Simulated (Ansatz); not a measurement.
Input

```
crystal:
  periodic: [false, false, false]
  atoms:
    - {symbol: C, position_ang: [0.899665, -2.935921, 1.466278]}
    - {symbol: C, position_ang: [0.953041, -1.841673, 0.946404]}
    - {symbol: Si, position_ang: [1.016474, -0.195295, 0.143098]}
    - {symbol: C, position_ang: [-0.601977, 0.180367, -0.678426]}
    - {symbol: C, position_ang: [-1.336463, 1.238803, -0.348157]}
    - {symbol: H, position_ang: [1.290221, 0.829877, 1.180673]}
    - {symbol: H, position_ang: [2.131245, -0.238513, -0.836967]}
    - {symbol: H, position_ang: [-0.963387, -0.482241, -1.462668]}
    - {symbol: H, position_ang: [-1.025999, 1.929896, 0.430722]}
    - {symbol: H, position_ang: [-2.279720, 1.463500, -0.838056]}
basis:
  gaussian: {orbitals: def2-TZVPP}
magnetization: {spin_polarized: true, initial_magnetization: 1}
hamiltonian: {xc: pbe0, dispersion: d4}
output: {orbitals: {seedname: orbitals}}
```

Run with:

```sh
ansatz run in.yaml --threads 4 --pin off --events-out ev --progress --plain --max-ram 10444MiB
```

Geometry: PBE0-D4/def2-TZVP.

Method: Ansatz, UKS PBE0-D4/def2-TZVPP.

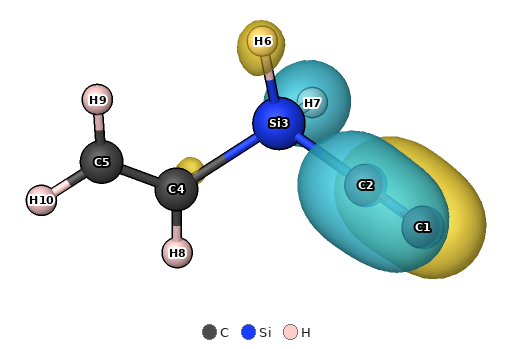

C$_{4}$H$_{5}$Si (SMILES [C]#C[SiH2]C=C) (doublet). The HOMO−1 (β) at ±0.15 Å⁻³ᐟ² (yellow and cyan are the two phases), seen across its widest extent.

### Describe this orbital and give its energy.

By Hirshfeld shares it lies mainly on C2 (about 40 %), C1 (about 35 %), Si3 (about 10 %) and H7 (about 10 %); π-bonding across C2–C1. Its energy is −8.22 eV.
